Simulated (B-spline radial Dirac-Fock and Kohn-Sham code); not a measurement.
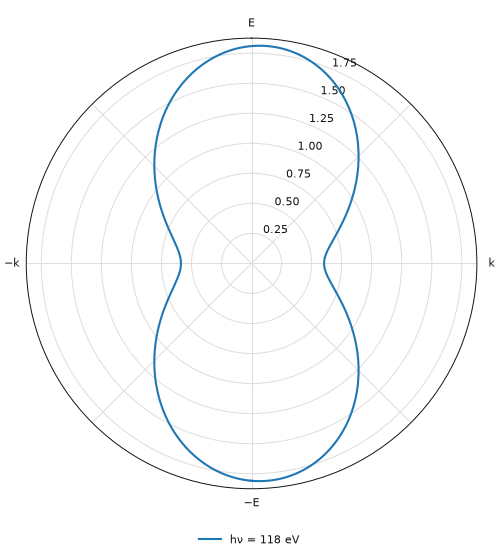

Figure. Angular distribution of photoelectrons from M3 (3p3/2) in the plane of the polarisation E (up) and the photon direction k (right), relative to an isotropic one. System: neutral chromium. The calculation used a Dirac–Hartree–Slater potential; 1 + βP₂(cos θ) + (δ + γ cos²θ) sin θ cos φ with E1 and E1–E2 terms (a radial B-spline solver). Open shells are averaged over j.

At 118 eV, β = 0.809, γ = 0.147 and δ = 0.008. At 118 eV the emission 45° forward of E is 1.1 times that 45° backward, and the lobe peaks 4.0° from E towards k.
